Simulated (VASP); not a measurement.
Band structure of PbSe. Computed with PBEsol GGA, VASP's PBE PAW potentials (set 64) (plane waves; VASP 6.6.1).

The cell holds a wide vacuum, so values per volume refer to the whole cell. Unless said otherwise, spin-orbit coupling is left out, though it shifts the bands of the heavy elements here.

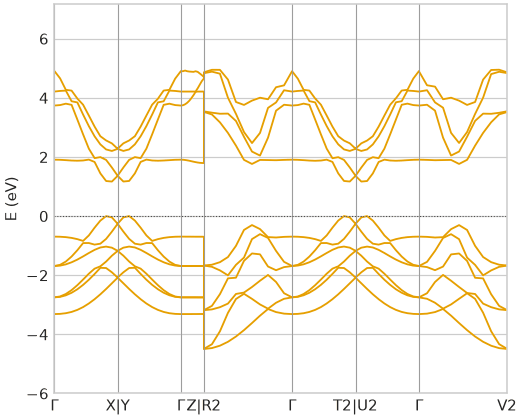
Figure: Bands along high-symmetry lines, zero at the valence-band maximum or, without a gap, the Fermi level

Problem. Read the plot: is there a gap, and where are the band edges?

Solution. The gap is indirect, 1.17 eV, from the valence maximum at Y-Γ at 0.18 to the conduction minimum at U2-Γ at 0.09. (Edges off the drawn lines would not show.)

The cell is a sheet with vacuum, built from a database entry that may be metastable or hypothetical.
